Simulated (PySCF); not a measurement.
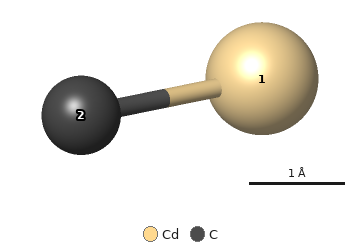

Figure 1. The input geometry (ball-and-stick view, seen at a tilt; atoms are numbered from 1 in the order of the input). Sticks mark near contacts. Bond lengths as drawn: C–Cd 2.32 Å.

## Single-point calculation of CCd (charge +1)

System: CCd, charge +1, multiplicity 4.
Method: UKS-bp86/3-21g, tddft (PySCF 2.14.0).

**Input**
```python
from pyscf import gto, dft, tdscf

mol = gto.M(
    atom='Cd 0 0 0; C 0 0 2.321',
    basis='3-21g',
    charge=1,
    spin=3,
    symmetry=True,
    verbose=4,
)
mf = dft.UKS(mol, xc='bp86')
mf.kernel()
td = tdscf.TDDFT(mf)
td.nstates = 4
td.kernel()
td.analyze()
mf.dip_moment()
print('orbital energies (hartree):', [e[max(0, n-3):n+3].round(4) for e, n in zip(mf.mo_energy, mol.nelec)])
```

Machine: 1 CPU thread, shared host.

Launched with:
```bash
OMP_NUM_THREADS=1 python input.py
```

**What the program printed**
```
PySCF version 2.14.0

[INPUT] verbose = 4
[INPUT] num. atoms = 2
[INPUT] num. electrons = 53
[INPUT] charge = 1
[INPUT] spin (= nelec alpha-beta = 2S) = 3
[INPUT] symmetry True subgroup None
[INPUT] Mole.unit = angstrom
[INPUT] Symbol           X                Y                Z      unit          X                Y                Z       unit  Magmom
[INPUT]  1 Cd     0.000000000000   0.000000000000   0.000000000000 AA    0.000000000000   0.000000000000   0.000000000000 Bohr   0.0
[INPUT]  2 C      0.000000000000   0.000000000000   2.321000000000 AA    0.000000000000   0.000000000000   4.386054335116 Bohr   0.0

nuclear repulsion = 65.6626612429815
point group symmetry = Coov
symmetry origin: [0.         0.         0.48733937]
symmetry axis x: [1. 0. 0.]
symmetry axis y: [0. 1. 0.]
symmetry axis z: [0. 0. 1.]
num. orbitals of irrep A1 = 19
num. orbitals of irrep E1x = 10
num. orbitals of irrep E1y = 10
num. orbitals of irrep E2x = 3
num. orbitals of irrep E2y = 3
number of shells = 19
number of NR pGTOs = 96
number of NR cGTOs = 45
basis = 3-21g
ecp = {}

******** <class 'pyscf.dft.uks_symm.SymAdaptedUKS'> ********
method = SymAdaptedUKS
initial guess = minao
damping factor = 0
level_shift factor = 0
DIIS = <class 'pyscf.scf.diis.CDIIS'>
diis_start_cycle = 1
diis_space = 8
diis_damp = 0
SCF conv_tol = 1e-09
SCF conv_tol_grad = None
SCF max_cycles = 50
direct_scf = True
direct_scf_tol = 1e-13
number electrons alpha = 28  beta = 25
XC library pyscf.dft.libxc version 7.0.0
    S. Lehtola, C. Steigemann, M. J.T. Oliveira, and M. A.L. Marques.,  SoftwareX 7, 1–5 (2018)
XC functionals = bp86
    A. D. Becke.,  Phys. Rev. A 38, 3098 (1988)
    J. P. Perdew.,  Phys. Rev. B 33, 8822 (1986)
radial grids:
    Treutler-Ahlrichs [JCP 102, 346 (1995); DOI:10.1063/1.469408] (M4) radial grids

becke partition: Becke, JCP 88, 2547 (1988); DOI:10.1063/1.454033
pruning grids: <function nwchem_prune>
grids dens level: 3
symmetrized grids: True
atomic radii adjust function: <function treutler_atomic_radii_adjust>
small_rho_cutoff = 0
Freeze 0 electrons in irreps []
    53 free electrons in irreps A1 E1x E1y E2x E2y
Set gradient conv threshold to 3.16228e-05
tot grids = 36512
init E= -5469.95256886957
alpha HOMO (E1x) = -0.180649606647536  LUMO (A1) = -0.155123004780049
beta  HOMO (A1) = -0.486720934090327  LUMO (A1) = -0.249890700261924

WARN: HOMO -0.180649606647536 >= LUMO -0.249890700261924

WARN: alpha-A1 HOMO -0.249890700261924 > system LUMO -0.249890700261924

WARN: alpha-E1x HOMO -0.180649606647536 > system LUMO -0.249890700261924

WARN: alpha-E1y HOMO -0.180649606647536 > system LUMO -0.249890700261924

WARN: beta-A1 LUMO -0.249890700261924 < system HOMO -0.180649606647536

WARN: beta-E1x LUMO -0.180649606647536 < system HOMO -0.180649606647536

WARN: beta-E1y LUMO -0.180649606647536 < system HOMO -0.180649606647536

cycle= 1 E= -5480.14447796769  delta_E= -10.2  |g|= 0.199  |ddm|=  1.4
alpha HOMO (E1x) = -0.436118937458781  LUMO (A1) = -0.408082162420143
beta  HOMO (A1) = -0.663777923297208  LUMO (A1) = -0.451544941069528

WARN: HOMO -0.436118937458781 >= LUMO -0.451544941069528

WARN: alpha-E1x HOMO -0.436118937458781 > system LUMO -0.451544941069528

WARN: alpha-E1y HOMO -0.436118937458781 > system LUMO -0.451544941069528

WARN: beta-A1 LUMO -0.451544941069528 < system HOMO -0.436118937458781

cycle= 2 E= -5480.15717170833  delta_E= -0.0127  |g|= 0.161  |ddm|= 0.388
alpha HOMO (E1x) = -0.399182378729792  LUMO (A1) = -0.3877405097173
beta  HOMO (A1) = -0.623822675240763  LUMO (A1) = -0.442618496583716

WARN: HOMO -0.399182378729792 >= LUMO -0.442618496583716

WARN: alpha-E1x HOMO -0.399182378729792 > system LUMO -0.442618496583716

WARN: alpha-E1y HOMO -0.399182378729792 > system LUMO -0.442618496583716

WARN: beta-A1 LUMO -0.442618496583716 < system HOMO -0.399182378729792

cycle= 3 E= -5480.16095825295  delta_E= -0.00379  |g|= 0.0796  |ddm|= 0.304
alpha HOMO (E1x) = -0.418545788539357  LUMO (A1) = -0.393098510695447
beta  HOMO (A1) = -0.638248899450753  LUMO (A1) = -0.438182747176847

WARN: HOMO -0.418545788539357 >= LUMO -0.438182747176847

WARN: alpha-E1x HOMO -0.418545788539357 > system LUMO -0.438182747176847

WARN: alpha-E1y HOMO -0.418545788539357 > system LUMO -0.438182747176847

WARN: beta-A1 LUMO -0.438182747176847 < system HOMO -0.418545788539357

cycle= 4 E= -5480.16679155127  delta_E= -0.00583  |g|= 0.033  |ddm|= 0.254
alpha HOMO (E1x) = -0.410368458594386  LUMO (A1) = -0.388005662165136
beta  HOMO (A1) = -0.628997053827286  LUMO (A1) = -0.433981040352601

WARN: HOMO -0.410368458594386 >= LUMO -0.433981040352601

WARN: alpha-E1x HOMO -0.410368458594386 > system LUMO -0.433981040352601

WARN: alpha-E1y HOMO -0.410368458594386 > system LUMO -0.433981040352601

WARN: beta-A1 LUMO -0.433981040352601 < system HOMO -0.410368458594386

cycle= 5 E= -5480.16793299516  delta_E= -0.00114  |g|= 0.00572  |ddm|= 0.0563
alpha HOMO (E1x) = -0.409782532497628  LUMO (A1) = -0.388074021525607
beta  HOMO (A1) = -0.628431921397638  LUMO (A1) = -0.433818403121457

WARN: HOMO -0.409782532497628 >= LUMO -0.433818403121457

WARN: alpha-E1x HOMO -0.409782532497628 > system LUMO -0.433818403121457

WARN: alpha-E1y HOMO -0.409782532497628 > system LUMO -0.433818403121457

WARN: beta-A1 LUMO -0.433818403121457 < system HOMO -0.409782532497628

cycle= 6 E= -5480.16797537449  delta_E= -4.24e-05  |g|= 0.00112  |ddm|= 0.0141
alpha HOMO (E1x) = -0.409487064161018  LUMO (A1) = -0.387866562546762
beta  HOMO (A1) = -0.62776847572712  LUMO (A1) = -0.433480794281041

WARN: HOMO -0.409487064161018 >= LUMO -0.433480794281041

WARN: alpha-E1x HOMO -0.409487064161018 > system LUMO -0.433480794281041

WARN: alpha-E1y HOMO -0.409487064161018 > system LUMO -0.433480794281041

WARN: beta-A1 LUMO -0.433480794281041 < system HOMO -0.409487064161018

cycle= 7 E= -5480.16797750938  delta_E= -2.13e-06  |g|= 0.000485  |ddm|= 0.00384
alpha HOMO (E1x) = -0.409675874125524  LUMO (A1) = -0.387938206363842
beta  HOMO (A1) = -0.627976584264718  LUMO (A1) = -0.433475282217958

WARN: HOMO -0.409675874125524 >= LUMO -0.433475282217958

WARN: alpha-E1x HOMO -0.409675874125524 > system LUMO -0.433475282217958

WARN: alpha-E1y HOMO -0.409675874125524 > system LUMO -0.433475282217958

WARN: beta-A1 LUMO -0.433475282217958 < system HOMO -0.409675874125524

cycle= 8 E= -5480.16797784089  delta_E= -3.32e-07  |g|= 0.000107  |ddm|= 0.00173
alpha HOMO (E1x) = -0.409642960260666  LUMO (A1) = -0.387921247786197
beta  HOMO (A1) = -0.627941033970055  LUMO (A1) = -0.433467161639653

WARN: HOMO -0.409642960260666 >= LUMO -0.433467161639653

WARN: alpha-E1x HOMO -0.409642960260666 > system LUMO -0.433467161639653

WARN: alpha-E1y HOMO -0.409642960260666 > system LUMO -0.433467161639653

WARN: beta-A1 LUMO -0.433467161639653 < system HOMO -0.409642960260666

cycle= 9 E= -5480.16797785652  delta_E= -1.56e-08  |g|= 4.44e-06  |ddm|= 0.000267
alpha HOMO (E1x) = -0.409641025051802  LUMO (A1) = -0.387919914668845
beta  HOMO (A1) = -0.627940472534975  LUMO (A1) = -0.433466564759447

WARN: HOMO -0.409641025051802 >= LUMO -0.433466564759447

WARN: alpha-E1x HOMO -0.409641025051802 > system LUMO -0.433466564759447

WARN: alpha-E1y HOMO -0.409641025051802 > system LUMO -0.433466564759447

WARN: beta-A1 LUMO -0.433466564759447 < system HOMO -0.409641025051802

cycle= 10 E= -5480.16797785655  delta_E= -3.82e-11  |g|= 9.88e-07  |ddm|= 1.4e-05
```

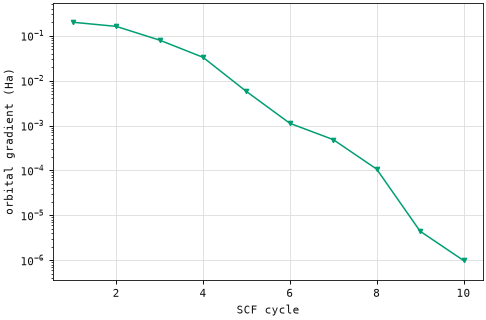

Figure 2. Convergence of the self-consistent field: orbital gradient against the SCF cycle. The residual falls at every step.

```
alpha HOMO (E1x) = -0.409641714935517  LUMO (A1) = -0.387920165257029
beta  HOMO (A1) = -0.627941188124728  LUMO (A1) = -0.43346654574171

WARN: HOMO -0.409641714935517 >= LUMO -0.43346654574171

WARN: alpha-E1x HOMO -0.409641714935517 > system LUMO -0.43346654574171

WARN: alpha-E1y HOMO -0.409641714935517 > system LUMO -0.43346654574171

WARN: beta-A1 LUMO -0.43346654574171 < system HOMO -0.409641714935517

Extra cycle  E= -5480.16797785653  delta_E= 2e-11  |g|= 2.32e-06  |ddm|= 6.84e-06
converged SCF energy = -5480.16797785653  <S^2> = 3.7542997  2S+1 = 4.0021493

******** <class 'pyscf.tdscf.uks.CasidaTDDFT'> for <class 'pyscf.dft.uks_symm.SymAdaptedUKS'> ********
nstates = 4
deg_eia_thresh = 1.000e-03
wfnsym = None
conv_tol = 1e-05
eigh lindep = 1e-12
eigh level_shift = 0
eigh max_cycle = 100

Excitation energies (eV)
[3.25753657 4.04709586 4.04709893 4.14247369]

** Excitation energies and oscillator strengths **
Excited State   1:   A1      3.25754 eV    380.61 nm  f=0.0867
      26a ->   29a      0.89432
      27a ->   30a     -0.29877
      28a ->   31a     -0.29877
      25b ->   26b     -0.17480
Excited State   2:  ???      4.04710 eV    306.35 nm  f=0.0000
      27a ->   30a     -0.70712
      28a ->   31a      0.70712
Excited State   3:  E2y      4.04710 eV    306.35 nm  f=0.0000
      27a ->   31a     -0.70712
      28a ->   30a     -0.70712
Excited State   4:  ???      4.14247 eV    299.30 nm  f=0.0000
      27a ->   31a     -0.70711
      28a ->   30a      0.70711

** Transition electric dipole moments (AU) **
state          X           Y           Z        Dip. S.      Osc.
  1        -0.0000     -0.0000     -1.0422      1.0863      0.0867
  2        -0.0000      0.0000     -0.0000      0.0000      0.0000
  3         0.0000     -0.0000      0.0000      0.0000      0.0000
  4         0.0000     -0.0000      0.0000      0.0000      0.0000

** Transition velocity dipole moments (imaginary part, AU) **
state          X           Y           Z        Dip. S.      Osc.
  1        -0.0000     -0.0000     -0.1380      0.0190      0.1060
  2         0.0000     -0.0000     -0.0000      0.0000      0.0000
  3         0.0000     -0.0000      0.0000      0.0000      0.0000
  4        -0.0000      0.0000      0.0000      0.0000      0.0000

** Transition magnetic dipole moments (imaginary part, AU) **
state          X           Y           Z
  1         0.0000     -0.0000      0.0000
  2        -0.0000     -0.0000     -0.0000
  3        -0.0000     -0.0000     -0.0000
  4         0.0000      0.0000     -0.0000

WARN: System has nonzero charge 1; the dipole moment is origin-dependent.
Location of origin: [0. 0. 0.]

Dipole moment(X, Y, Z, Debye):  0.00000,  0.00000, -1.08940
orbital energies (hartree): [array([-0.4885, -0.4096, -0.4096, -0.3879, -0.2574, -0.2574]), array([-0.79  , -0.79  , -0.6279, -0.4335, -0.3218, -0.3036])]
```

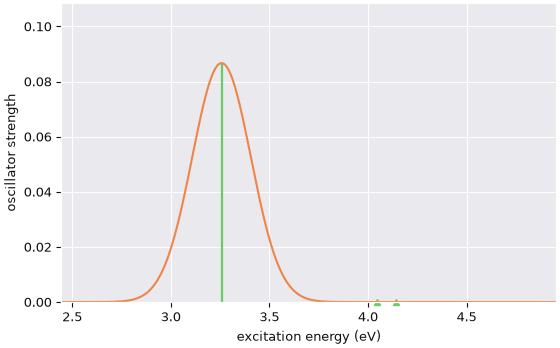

Figure 3. Computed excitations as sticks (degenerate states added up, dark ones marked on the axis), with a Gaussian envelope of 0.35 eV full width at half maximum, scaled to the tallest. Of the 4 states the lowest lies at 3.26 eV (f = 0.087); the strongest line is at 3.26 eV, or 381 nm (f = 0.087).

**Results in brief**

```csv
quantity,value
outcome,converged
SCF energy,−5480.167978 hartree
⟨S²⟩,3.754
wall time,6.8 s
```
